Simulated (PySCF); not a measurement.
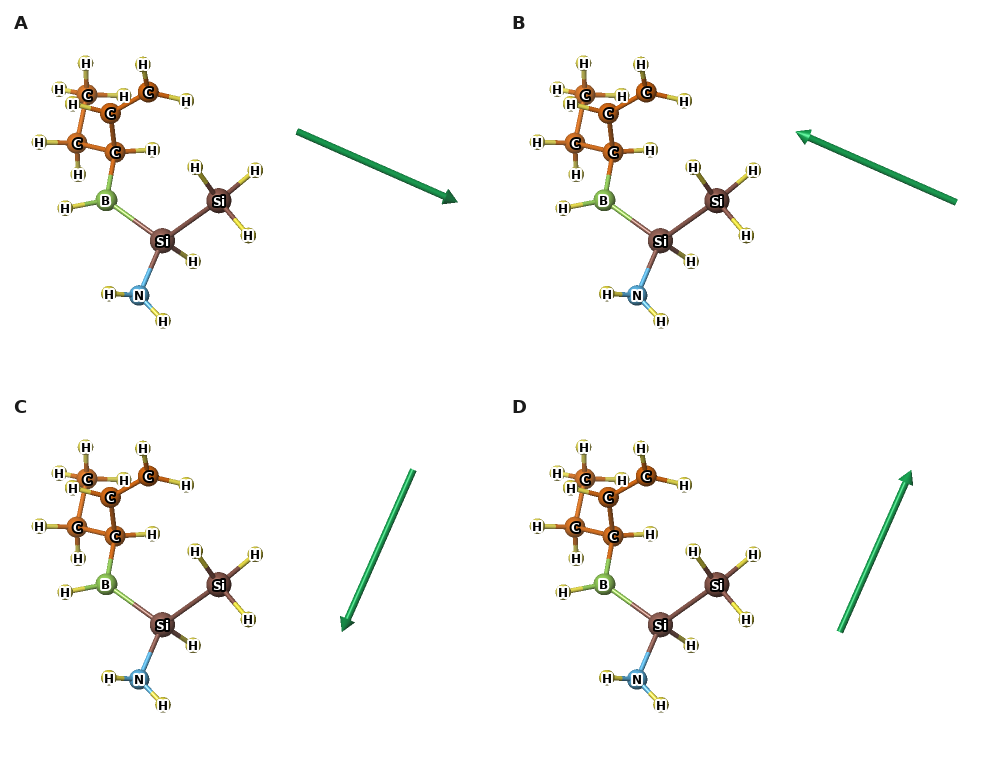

The same molecule four times, each with an arrow. The computed structure is the end point of a GFN2-xTB optimisation. No frequency run is at hand to confirm it as a minimum. Level of theory: PBE0/pcSseg-1, gas phase (PySCF 2.14.0).

Which arrow points along the dipole moment, from the negative to the positive end?

B. The dipole moment is 1.20 D.

The geometry is semi-empirical. Around B, Si such bond lengths and angles can be off by a tenth of an ångström or more and by several degrees, and values that hang on the shape move with them.
